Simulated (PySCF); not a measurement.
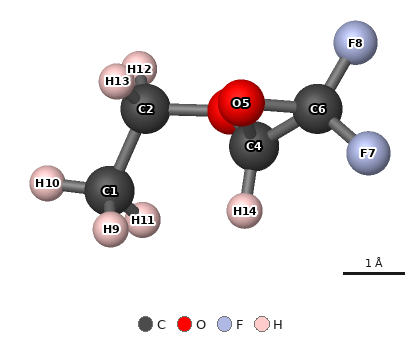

Figure 1. The input geometry of the first run (ball-and-stick view, seen at a tilt; atoms are numbered from 1 in the order of the input). Bond lengths as drawn: C–C 1.46 to 1.52 Å, C–F 1.33 to 1.34 Å, C–H 1.09 to 1.10 Å and C–O 1.34 to 1.44 Å.

## What a change does: NMR shielding calculation on C$_{4}$H$_{6}$F$_{2}$O$_{2}$

System: C$_{4}$H$_{6}$F$_{2}$O$_{2}$.
Method of the first run: GIAO LDA/pcSseg-1 NMR shielding, non-relativistic, IEF-PCM chloroform (PySCF 2.14.0).

The geometry comes from this level: GFN2-xTB. Text and figures count atoms from 1; the logs count them from 0 in places.

**Input, the first run**
```
{"job": {"xc": "LDA", "basis": "pcSseg-1", "solvent": "chloroform", "kind": "nmr", "pop": false}, "charge": 0, "multiplicity": 1}
C     -1.996238    -0.227388    -0.197043
C     -1.121071     0.302780     0.930127
O      0.118470     0.861816     0.469735
C      1.013366    -0.032135    -0.001978
O      1.693860    -0.871064     0.951184
C      2.418664     0.101594     0.372543
F      3.394623    -0.264729    -0.466447
F      2.868658     1.101561     1.122908
H     -1.565255    -1.117878    -0.647775
H     -2.972930    -0.484507     0.202527
H     -2.119165     0.533193    -0.963977
H     -1.607526     1.140119     1.432688
H     -0.906279    -0.484661     1.660688
H      0.780144    -0.559175    -0.926639
```

The first line tells a small driver script what to run in PySCF; the rest is the geometry in Å.

Command:
```bash
OMP_NUM_THREADS=1 python <driver script> task.json out
```

Hardware: 1 CPU thread, shared host.

**Output (the first run)**
```
coarse grid: 12408 points
cycle   1  E = -502.0776603993  dE =  1.281e+00  |g| = 1.034e+00  |ddm| = 3.394e+00
cycle   2  E = -501.5821050975  dE =  4.956e-01  |g| = 1.986e+00  |ddm| = 1.972e+00
cycle   3  E = -502.2587414951  dE = -6.766e-01  |g| = 1.705e-01  |ddm| = 1.379e+00
cycle   4  E = -502.2630042766  dE = -4.263e-03  |g| = 9.473e-02  |ddm| = 1.603e-01
cycle   5  E = -502.2644411685  dE = -1.437e-03  |g| = 3.133e-02  |ddm| = 7.006e-02
cycle   6  E = -502.2645980287  dE = -1.569e-04  |g| = 1.061e-02  |ddm| = 2.542e-02
cycle   7  E = -502.2646186608  dE = -2.063e-05  |g| = 2.776e-03  |ddm| = 8.632e-03
cycle   8  E = -502.2646199788  dE = -1.318e-06  |g| = 7.086e-04  |ddm| = 2.310e-03
final grid: 122688 points
cycle   9  E = -502.3420519990  dE = -6.270e-05  |g| = 5.906e-03  |ddm| = 2.744e-02
cycle  10  E = -502.3420406495  dE =  1.135e-05  |g| = 9.659e-03  |ddm| = 1.026e-02
cycle  11  E = -502.3420590481  dE = -1.840e-05  |g| = 7.637e-04  |ddm| = 6.585e-03
cycle  12  E = -502.3420591188  dE = -7.075e-08  |g| = 4.004e-04  |ddm| = 7.856e-04
cycle  13  E = -502.3420591481  dE = -2.930e-08  |g| = 9.243e-05  |ddm| = 3.248e-04
cycle  14  E = -502.3420591493  dE = -1.141e-09  |g| = 4.591e-05  |ddm| = 8.503e-05
cycle  15  E = -502.3420591496  dE = -3.675e-10  |g| = 6.324e-06  |ddm| = 3.068e-05
converged SCF energy = -502.3420591496

GIAO shielding tensors (ppm)
atom      isotropic    diamagn.    paramagn.     s11        s22        s33       span
  0 C      171.809     250.419     -78.610    151.122    177.146    187.159     36.037
  1 C      113.001     246.214    -133.213     71.981     99.304    167.717     95.736
  2 O      243.933     398.299    -154.365    172.535    266.363    292.902    120.367
  3 C       95.796     245.755    -149.958     40.372     97.230    149.787    109.415
  4 O      183.382     401.471    -218.089     78.814    144.645    326.688    247.875
  5 C       56.471     256.087    -199.616     16.186     55.703     97.526     81.340
  6 F      280.172     470.664    -190.492    171.713    299.274    369.530    197.816
  7 F      300.431     470.771    -170.341    197.227    315.712    388.354    191.127
  8 H       29.381      30.664      -1.283     24.780     29.285     34.078      9.298
  9 H       30.163      27.815       2.348     26.205     27.004     37.280     11.075
 10 H       30.000      29.607       0.393     26.245     27.709     36.046      9.801
 11 H       26.906      28.852      -1.946     21.312     27.130     32.277     10.965
 12 H       26.939      30.233      -3.294     21.645     27.855     31.317      9.672
 13 H       25.922      30.263      -4.341     19.798     27.050     30.919     11.121
```

The input of the second run differs as follows (lines with − go, lines with + come):
```diff
-"xc": "LDA"
+"xc": "KT3"
-"solvent": "chloroform"
+"solvent": "tetrahydrofuran"
```

What does this change do to the results?

The total energies belong to different models, so their difference says nothing on which is more stable or more accurate. The LUMO goes from 0.44 to 0.59 eV. The dipole moment goes from 3.68 to 3.57 D. Of all shieldings, the largest change is that of C6, by +11.6 ppm. The functional changes from LDA to KT3. The number of SCF iterations is the same.

**Output (the second run)**
```
coarse grid: 12408 points
cycle   1  E = -512.5113925572  dE =  1.344e+00  |g| = 1.196e+00  |ddm| = 3.370e+00
cycle   2  E = -511.9924303991  dE =  5.190e-01  |g| = 2.105e+00  |ddm| = 2.128e+00
cycle   3  E = -512.7456846012  dE = -7.533e-01  |g| = 1.504e-01  |ddm| = 1.487e+00
cycle   4  E = -512.7494578690  dE = -3.773e-03  |g| = 7.676e-02  |ddm| = 1.521e-01
cycle   5  E = -512.7504544795  dE = -9.966e-04  |g| = 2.930e-02  |ddm| = 6.154e-02
cycle   6  E = -512.7506001785  dE = -1.457e-04  |g| = 8.615e-03  |ddm| = 2.348e-02
cycle   7  E = -512.7506140538  dE = -1.388e-05  |g| = 2.303e-03  |ddm| = 7.016e-03
cycle   8  E = -512.7506150461  dE = -9.923e-07  |g| = 5.943e-04  |ddm| = 2.124e-03
final grid: 122688 points
cycle   9  E = -512.9010766064  dE = -2.127e-04  |g| = 3.901e-02  |ddm| = 7.076e-02
cycle  10  E = -512.9005046453  dE =  5.720e-04  |g| = 7.091e-02  |ddm| = 6.645e-02
cycle  11  E = -512.9012988533  dE = -7.942e-04  |g| = 5.224e-03  |ddm| = 4.560e-02
cycle  12  E = -512.9013037372  dE = -4.884e-06  |g| = 9.411e-04  |ddm| = 3.623e-03
cycle  13  E = -512.9013038754  dE = -1.382e-07  |g| = 3.637e-04  |ddm| = 9.195e-04
cycle  14  E = -512.9013038991  dE = -2.368e-08  |g| = 6.637e-05  |ddm| = 2.809e-04
cycle  15  E = -512.9013038997  dE = -6.748e-10  |g| = 2.273e-05  |ddm| = 5.393e-05
converged SCF energy = -512.9013038997

GIAO shielding tensors (ppm)
atom      isotropic    diamagn.    paramagn.     s11        s22        s33       span
  0 C      170.450     249.023     -78.573    152.407    173.978    184.965     32.558
  1 C      117.446     245.656    -128.210     80.420    106.616    165.304     84.884
  2 O      240.501     398.284    -157.783    178.408    260.979    282.117    103.709
  3 C      104.773     244.823    -140.050     53.173    104.089    157.057    103.884
  4 O      191.570     401.624    -210.054     96.845    151.256    326.610    229.765
  5 C       68.053     256.934    -188.881     31.068     67.656    105.435     74.367
  6 F      286.022     472.152    -186.130    176.442    300.933    380.691    204.249
  7 F      305.524     472.368    -166.844    200.198    321.082    395.291    195.093
  8 H       29.866      31.474      -1.608     25.533     29.780     34.285      8.751
  9 H       30.606      28.001       2.605     26.916     27.648     37.253     10.337
 10 H       30.455      30.262       0.193     26.973     28.350     36.043      9.070
 11 H       27.589      29.374      -1.786     22.239     27.699     32.828     10.589
 12 H       27.500      30.841      -3.341     22.454     28.263     31.783      9.329
 13 H       26.523      31.195      -4.672     20.416     27.581     31.572     11.156
```

**The two runs side by side**

```tsv
quantity	the first run	the second run
outcome	converged	converged
total energy (hartree)	−502.342059	−512.901304
HOMO (eV)	−7.08	−7.06
LUMO (eV)	0.44	0.59
dipole moment (D)	3.68	3.57
shielding of C2 (ppm)	113.0	117.4
shielding of O3 (ppm)	243.9	240.5
shielding of C4 (ppm)	95.8	104.8
shielding of O5 (ppm)	183.4	191.6
shielding of C6 (ppm)	56.5	68.1
shielding of F7 (ppm)	280.2	286.0
shielding of F8 (ppm)	300.4	305.5
SCF iterations	15	15
basis functions	166	166
wall time (shared host)	13 s	22 s
```
